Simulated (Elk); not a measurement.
# Dielectric function and optical constants of SrCl2

Aim: the dielectric function of SrCl2, and the optical constants that follow from it.

Main program and level: Elk 11.2.3 (patched build); DFT, LDA, all-electron APW+lo, Dirac cores, scalar-relativistic bands, independent-particle optical response without local fields.

### 1. The structure

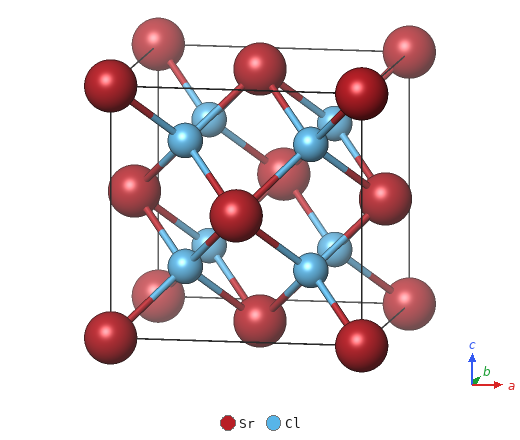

Start, viewed slightly off an axis; strontium red, chlorine blue. This picture shows the conventional cell, with its axes. Some periodic images of atoms are drawn too.

### 2. Ground state

The self-consistent density comes first; it also tells whether there is a gap, which decides the occupations and the need for a Drude term.

This step: DFT, LDA, all-electron APW+lo, Dirac cores, scalar-relativistic bands, ground state (Elk 11.2.3 (patched build)).

elk.in reads:

```
tasks
  0
  120

xctype
  3

nempty
  9

lorbcnd
  .true.

rgkmax
  7.0

swidth
  0.0018375

maxscl
  100

epsengy
  1e-05

sppath
  './'

avec
  0.000000000000 6.592026126838 6.592026126838
  6.592026126838 0.000000000000 6.592026126838
  6.592026126838 6.592026126838 0.000000000000

atoms
  2
  'Sr.in'
  1
  0.000000000000 0.000000000000 0.000000000000   0.000 0.000 0.000
  'Cl.in'
  2
  0.750000000000 0.750000000000 0.750000000000   0.000 0.000 0.000
  0.250000000000 0.250000000000 0.250000000000   0.000 0.000 0.000

ngridk
  6 6 6
```

On the command line:

```
$ OMP_NUM_THREADS=4 elk
```

Numbers of over 12 decimals in the logs are rounded to 6 here.

What it wrote:

```text
┌─────────────────────────┐
│ Elk code version 11.2.3 │
└─────────────────────────┘

All units are atomic (Hartree, Bohr, etc.)

┌─────────────────────────────────────────────────┐
│ Ground-state run starting from atomic densities │
└─────────────────────────────────────────────────┘

Lattice vectors :
   0.000000000       6.592026127       6.592026127
   6.592026127       0.000000000       6.592026127
   6.592026127       6.592026127       0.000000000

Reciprocal lattice vectors :
 -0.4765746666      0.4765746666      0.4765746666
  0.4765746666     -0.4765746666      0.4765746666
  0.4765746666      0.4765746666     -0.4765746666

Unit cell volume      :    572.9104654
Brillouin zone volume :   0.4329650590

Muffin-tin inner radius fraction :   0.1000000000E-01

Nuclei treated as point charges

Species : 1 (Sr)
 parameters loaded from : Sr.in
 name : strontium
 nuclear charge    :   -38.00000000
 electronic charge :    38.00000000
 atomic mass :    159721.4892
 muffin-tin radius :    2.600000000
 number of radial points in muffin-tin :    597
 inner part over the whole radius :   0.9909106339E-02
 number on inner part of muffin-tin    :    424
 approximate nuclear radius :   0.8067967193E-04
 number of mesh points to nuclear radius :    208
 atomic positions (lattice), magnetic fields (Cartesian) :
  1 :   0.00000000  0.00000000  0.00000000    0.00000000  0.00000000  0.00000000

Species : 2 (Cl)
 parameters loaded from : Cl.in
 name : chlorine
 nuclear charge    :   -17.00000000
 electronic charge :    17.00000000
 atomic mass :    64626.86550
 muffin-tin radius :    2.200000000
 number of radial points in muffin-tin :    397
 inner part over the whole radius :   0.9992010025E-02
 number on inner part of muffin-tin    :    278
 approximate nuclear radius :   0.6305718926E-04
 number of mesh points to nuclear radius :    127
 atomic positions (lattice), magnetic fields (Cartesian) :
  1 :  -0.25000000 -0.25000000 -0.25000000    0.00000000  0.00000000  0.00000000
  2 :   0.25000000  0.25000000  0.25000000    0.00000000  0.00000000  0.00000000

Total number of atoms per unit cell :    3
Total muffin-tin volume :    162.8266528
 ratio of muffin-tin to unit cell volume :   0.2842095976

Spin treatment :
 spin-unpolarised

Number of Bravais lattice symmetries :   48
Number of crystal symmetries         :   48
Crystal has inversion symmetry
Real symmetric eigensolver will be used

k-point grid :      6     6     6
k-point offset :    0.000000000       0.000000000       0.000000000
k-point set is reduced with full crystal symmetry group
Total number of k-points :       16

Muffin-tin radius times maximum |G+k| :    7.000000000
 using average radius
Maximum |G+k| for APW functions       :    3.000000000
Maximum (1/2)|G+k|²                   :    4.500000000
Maximum |G| for potential and density :    12.00000000
Constant for pseudocharge density :    8
 order of it for each species :   15  15
 order of it for pair densities of each species (exact exchange by exxq0 0: 15) :   12   8
Radial integration step length :    1

G-vector grid sizes :     36    36    36
Number of G-vectors :    16625

Maximum angular momentum used for
 APW functions            :    8
 outer part of muffin-tin :    6
 inner part of muffin-tin :    2

Total nuclear charge    :   -72.00000000
Total core charge       :    48.00000000
Total valence charge    :    24.00000000
Total excess charge     :    0.000000000
Total electronic charge :    72.00000000

Effective Wigner radius, rₛ :    1.238478723

Number of empty states         :     27
Total number of valence states :     40
Total number of core states    :     48

Conduction state local-orbitals added automatically
Third-order local-orbitals added for an l without core states : F
Total number of local-orbitals :    165

Exchange-correlation functional :      3     0     0
 Perdew-Wang/Ceperley-Alder, Phys. Rev. B 45, 13244 (1992)
 gradient requirement :    0
 local density approximation (LDA)

Smearing type :    3
 Fermi-Dirac
Smearing width :   0.1837500000E-02
Effective electronic temperature (K) :    580.2366081

Mixing type :    3
 Broyden mixing, J. Phys. A: Math. Gen. 17, L317 (1984)

Kohn-Sham potential initialised from atomic data

┌──────────────────────────────┐
│ Self-consistent loop started │
└──────────────────────────────┘

┌─────────────────┐
│ Loop number : 1 │
└─────────────────┘

Energies :
 Fermi                       :    -0.51066310557285E-01
 sum of occupied eigenvalues :     -2400.6049905446
 electron kinetic            :      4195.4512680327
 core electron kinetic       :      4108.2096215679
 Coulomb                     :     -8137.3468368250
 Coulomb potential           :     -6382.4054908338
 nuclear-nuclear             :     -454.05839710068
 electron-nuclear            :     -8991.9244803937
 Hartree                     :      1308.6360406695
 Madelung                    :     -4946.1440914081
 xc potential                :     -213.65076774352
 exchange                    :     -149.26339810725
 correlation                 :     -6.157745
 electron entropic           :    -0.41702914548976E-11
 total energy                :     -4097.3167119150

Density of states at Fermi energy :   0.5439996339E-07
 (states/Hartree/unit cell)

Estimated indirect band gap :   0.2005501927
 from k-point 13 to k-point 1
Estimated direct band gap   :   0.2115671462
 at k-point 1

Charges :
 core                        :    48.00000000
 valence                     :    24.00000000
 interstitial                :    4.518197524
 muffin-tins (core leakage)
  species : 1 (Sr)
   atom 1                    :    35.87581725     (  0.2400945179E-04)
  species : 2 (Cl)
   atom 1                    :    15.80299261     (  0.7678833049E-05)
   atom 2                    :    15.80299261     (  0.7678833049E-05)
 total in muffin-tins        :    67.48180248
 total calculated charge     :    72.00000968
 total charge                :    72.00000000
 error                       :   0.9684011445E-05

┌─────────────────┐
│ Loop number : 2 │
└─────────────────┘

Energies :
 Fermi                       :    -0.49745643409394E-01
 sum of occupied eigenvalues :     -2400.5317021332
 electron kinetic            :      4194.5671917345
 core electron kinetic       :      4107.6110960037
 Coulomb                     :     -8137.3265681789
 Coulomb potential           :     -6382.4049455974
 nuclear-nuclear             :     -454.05839710068
 electron-nuclear            :     -8991.8837470408
 Hartree                     :      1308.6155759625
 Madelung                    :     -4946.1240953803
 xc potential                :     -212.69394827032
 exchange                    :     -149.26080290318
 correlation                 :     -6.157626
 electron entropic           :    -0.41689453092274E-11
 total energy                :     -4098.1778055367

Density of states at Fermi energy :   0.5439904266E-07
 (states/Hartree/unit cell)

Estimated indirect band gap :   0.2001310715
 from k-point 13 to k-point 1
Estimated direct band gap   :   0.2111758347
 at k-point 1

Charges :
 core                        :    48.00000000
 valence                     :    24.00000000
 interstitial                :    4.522508539
 muffin-tins (core leakage)
  species : 1 (Sr)
   atom 1                    :    35.87683514     (  0.2399821932E-04)
  species : 2 (Cl)
   atom 1                    :    15.80032816     (  0.7685985249E-05)
   atom 2                    :    15.80032816     (  0.7685985249E-05)
 total in muffin-tins        :    67.47749146
 total calculated charge     :    72.00000974
 total charge                :    72.00000000
 error                       :   0.9737943600E-05

RMS change in Kohn-Sham potential (target) :   0.1145668449     (  0.1000000000E-05)
Absolute change in total energy (target)   :   0.8610936217     (  0.1000000000E-04)

[... 12 loops left out ...]

┌──────────────────┐
│ Loop number : 15 │
└──────────────────┘

Energies :
 Fermi                       :     0.68479764719360E-01
 sum of occupied eigenvalues :     -2393.2775282045
 electron kinetic            :      4194.8802171756
 core electron kinetic       :      4108.3710800486
 Coulomb                     :     -8136.4513144607
 Coulomb potential           :     -6382.5397920217
 nuclear-nuclear             :     -454.05839710068
 electron-nuclear            :     -8989.9565634766
 Hartree                     :      1307.5636461166
 Madelung                    :     -4945.1814184498
 xc potential                :     -205.61795335831
 exchange                    :     -149.13690294867
 correlation                 :     -6.151676
 electron entropic           :    -0.41074494072940E-11
 total energy                :     -4096.8596757534

Density of states at Fermi energy :   0.5440062005E-07
 (states/Hartree/unit cell)

Estimated indirect band gap :   0.1797119620
 from k-point 13 to k-point 1
Estimated direct band gap   :   0.1906525445
 at k-point 13

Charges :
 core                        :    48.00000000
 valence                     :    24.00000000
 interstitial                :    4.750476105
 muffin-tins (core leakage)
  species : 1 (Sr)
   atom 1                    :    35.92312118     (  0.2340813206E-04)
  species : 2 (Cl)
   atom 1                    :    15.66320136     (  0.7712202979E-05)
   atom 2                    :    15.66320136     (  0.7712202979E-05)
 total in muffin-tins        :    67.24952389
 total calculated charge     :    72.00001205
 total charge                :    72.00000000
 error                       :   0.1205248934E-04

RMS change in Kohn-Sham potential (target) :   0.8689589625E-08 (  0.1000000000E-05)
Absolute change in total energy (target)   :   0.6870635843E-05 (  0.1000000000E-04)

Convergence targets achieved

┌──────────────────┐
│ Loop number : 16 │
└──────────────────┘

Energies :
 Fermi                       :     0.68479765377213E-01
 sum of occupied eigenvalues :     -2393.2775288378
 electron kinetic            :      4194.8802165485
 core electron kinetic       :      4108.3710791593
 Coulomb                     :     -8136.4513142996
 Coulomb potential           :     -6382.5397917503
 nuclear-nuclear             :     -454.05839710068
 electron-nuclear            :     -8989.9565634445
 Hartree                     :      1307.5636462455
 Madelung                    :     -4945.1814184245
 xc potential                :     -205.61795363600
 exchange                    :     -149.13690295194
 correlation                 :     -6.151676
 electron entropic           :    -0.41074494072940E-11
 total energy                :     -4096.8596762229

Density of states at Fermi energy :   0.5440061903E-07
 (states/Hartree/unit cell)

Estimated indirect band gap :   0.1797119644
 from k-point 13 to k-point 1
Estimated direct band gap   :   0.1906525450
 at k-point 13

Charges :
 core                        :    48.00000000
 valence                     :    24.00000000
 interstitial                :    4.750476109
 muffin-tins (core leakage)
  species : 1 (Sr)
   atom 1                    :    35.92312119     (  0.2340812945E-04)
  species : 2 (Cl)
   atom 1                    :    15.66320135     (  0.7712203052E-05)
   atom 2                    :    15.66320135     (  0.7712203052E-05)
 total in muffin-tins        :    67.24952389
 total calculated charge     :    72.00001205
 total charge                :    72.00000000
 error                       :   0.1205248864E-04

┌──────────────────────────────┐
│ Self-consistent loop stopped │
└──────────────────────────────┘

Wrote STATE.OUT
```

Run time: 9.8 s. Hardware: 4 threads of Arm Neoverse N1, shared host; peak memory 0.1 GiB; 29 s of CPU time.

Numbers from this step:

```
total energy           : -4097 Ha
Fermi energy           : 1.863 eV
DOS at the Fermi level : 2.00e-9 states/eV/cell
gap on the k-mesh      : 4.890 eV
direct gap on the mesh : 5.188 eV
```

There is a gap, 4.89 eV on this mesh (points off the mesh can give less), so no carriers' term is needed.

### 3. Independent particles

With the density converged, the vertical transitions are summed over the zone.

This step: DFT, LDA, all-electron APW+lo, Dirac cores, scalar-relativistic bands, independent-particle optical response without local fields (Elk 11.2.3 (patched build)).

elk.in: that of step 2 with these lines changed.

```diff
@@ -1,4 +1,6 @@
 tasks
-  0
-  120
+  121
+
+optcomp
+  1 1
 
@@ -17,9 +19,7 @@
 swidth
-  0.0018375
+  0.0055124
 
-maxscl
-  100
-
-epsengy
-  1e-05
+wplot
+  400 100 0
+  0.0 0.58799
```

On the command line:

```
$ OMP_NUM_THREADS=4 elk
```

What it wrote:

```text
┌─────────────────────────────────┐
│ Elk code version 11.2.3 started │
└─────────────────────────────────┘

┌────────────────────┐
│ Current task : 121 │
└────────────────────┘

Info(dielectric):
 dielectric tensor written to EPSILON_ij.OUT
 optical conductivity written to SIGMA_ij.OUT
 for components
  i = 1, j = 1

┌──────────────────┐
│ Elk code stopped │
└──────────────────┘
```

It took 0.73 s on 4 threads; peak memory 0.04 GiB.

This step gave:

| Quantity | Value |
| --- | --- |
| electronic dielectric constant ε∞, mean over x, y and z (by symmetry where fewer were run) | 3.215 |

The Im ε, E ∥ x has structure finer than the step of the table below, so its rows give means over 1 eV, whole bins alone (the curve runs from 0 to 16.0 eV). Peaks (eV: height): 7.4: 8.37, 9.4: 4.18.

Sum at mesh points, not converged in k; values under the direct gap are tails of Lorentzian lines. Table of Im ε, E ∥ x by photon energy; means over each step:

```
photon energy (eV)  Im ε, E ∥ x
                 1      0.00895
                 2       0.0199
                 3       0.0367
                 4       0.0703
                 5        0.232
                 6         1.30
                 7         4.72
                 8         5.46
                 9         3.58
                10         2.97
                11         2.02
                12         1.85
                13         1.79
                14         1.34
                15         1.39
```

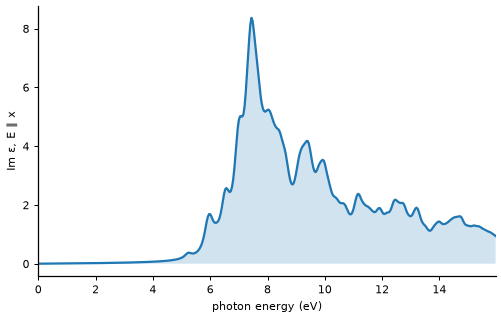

Im ε, E ∥ x, plotted against photon energy.

The reflectivity at normal incidence, E ∥ x has structure finer than the step of the table below, so its rows give means over 1 eV, whole bins alone (the curve runs from 0 to 16.0 eV). Peaks (eV: height): 7.5: 33.4, 9.5: 26.6, 10.1: 27.8, 11.2: 18.2, 12.8: 19.3, 13.3: 20.8, 14.8: 17.5.

Sum at mesh points, not converged in k. Table of reflectivity at normal incidence, E ∥ x by photon energy; means over each step:

```
photon energy (eV)  reflectivity at normal incidence, E ∥ x (%)
                 1                                         8.19
                 2                                         8.57
                 3                                         9.30
                 4                                         10.6
                 5                                         13.1
                 6                                         17.6
                 7                                         25.5
                 8                                         28.1
                 9                                         21.9
                10                                         24.3
                11                                         16.6
                12                                         14.1
                13                                         17.7
                14                                         12.0
                15                                         15.5
```

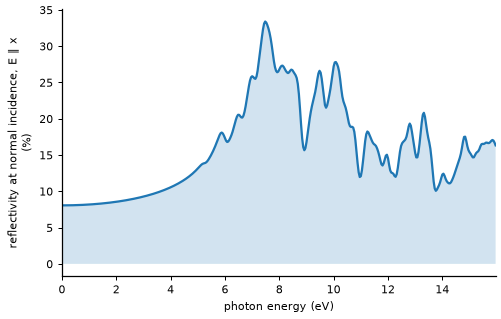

Reflectivity at normal incidence, E ∥ x against photon energy.

The loss function −Im 1/ε at q → 0, E ∥ x has structure finer than the step of the table below, so its rows give means over 1 eV, whole bins alone (the curve runs from 0 to 16.0 eV). Peaks (eV: height): 10.8: 0.568, 13.6: 0.854.

Sum at mesh points, not converged in k; values under the direct gap are tails of Lorentzian lines. The loss function −Im 1/ε at q → 0, E ∥ x by energy loss; means over each step:

```
energy loss (eV)  loss function −Im 1/ε at q → 0, E ∥ x
               1                                 8.5e-4
               2                                0.00178
               3                                0.00294
               4                                0.00466
               5                                 0.0107
               6                                 0.0366
               7                                 0.0693
               8                                  0.179
               9                                  0.262
              10                                  0.344
              11                                  0.480
              12                                  0.503
              13                                  0.563
              14                                  0.689
              15                                  0.719
```

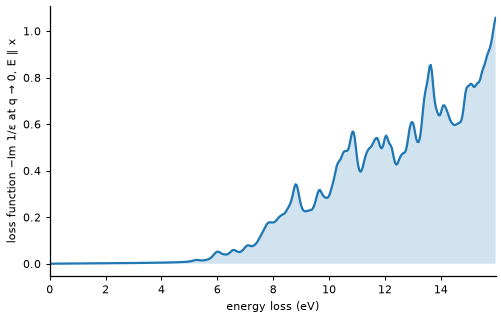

Loss function −Im 1/ε at q → 0, E ∥ x against energy loss.

At chosen wavelengths:

```
wavelength (nm)     n      k  R (%)     1/α
           1550  1.80  0.002    8.1   63 µm
           1064  1.80  0.003    8.2   29 µm
            532  1.84  0.007    8.7  6.4 µm
            450  1.86  0.008    9.1  4.3 µm
            365  1.90  0.012    9.7  2.4 µm
            308  1.96  0.018   10.6  1.4 µm
            248  2.14  0.047   13.1  418 nm
```

Below the direct gap, k and the depth come from the tails of the Lorentzian lines, not from transitions.

Rows near the edge hang on the gap, which this functional as a rule makes too small, and phonon-assisted absorption is left out.

### 4. Outcome

* electronic dielectric constant ε∞, mean over x, y and z (by symmetry where fewer were run) (independent particles): 3.21

At this level (LDA, independent particles) SrCl2 has ε∞ = 3.21 and n = 1.80 at 1550 nm. On the mesh the gap is 4.89 eV and the least direct gap 5.19 eV, so on this mesh the band edges lie at different points. Excitons and phonon-assisted transitions are missing, and so are local fields; LDA gaps are as a rule too small, which pulls the onset down and ε∞ up. The sum runs over mesh points 0.26 Å⁻¹ apart with no interpolation, so peaks are partly noise of the mesh and static values carry its error.

[Machine, clock and banner lines and Python warnings are left out of the logs.]

[Logs are printed without paths, hosts, clocks, repeated set-up lines and the standing remarks that a program may print on its own settings, such as how far it seeks lower states.]

[Hosts, paths, dates, database ids (printed as entryN), source tags and the programs' standing remarks are cut or masked in the printed files.]
